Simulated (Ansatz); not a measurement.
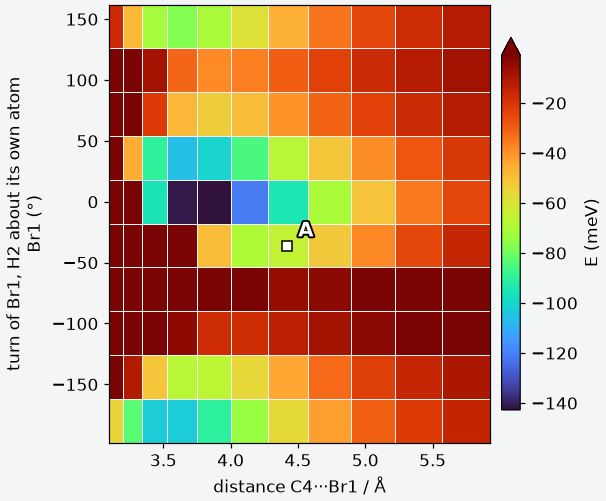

The pair BrH···CH₂F₂. The turn is about an axis along (0.79, −0.61, 0.05) in the frame of the relaxed pair, normal to the line between the partners. The first coordinate is: distance C4···Br1; the second: turn of Br1, H2 about its own atom Br1. Grid: 11 × 10 points. Points are written as (first, second). All energies are given in meV relative to the two partners far apart, frozen as in the relaxed pair, each in its own basis (no counterpoise correction). Energies and slopes of some neighbouring points disagree (a jump in structure or state, or too coarse a mesh). The calculation used RHF-MP2, frozen core/def2-SVPD in Ansatz 0.2.0.

The picture shows one coloured cell a grid point, one colour for all values above the top of the scale, the point A.

Q: Which way does the force act at A, and how strong is it?

A: A, at (4.422 Å, −36°), is not a stationary point. The computed force is 35 meV for each Å towards smaller values of distance C4···Br1 and 2.2 meV for each degree towards larger values of the second coordinate.
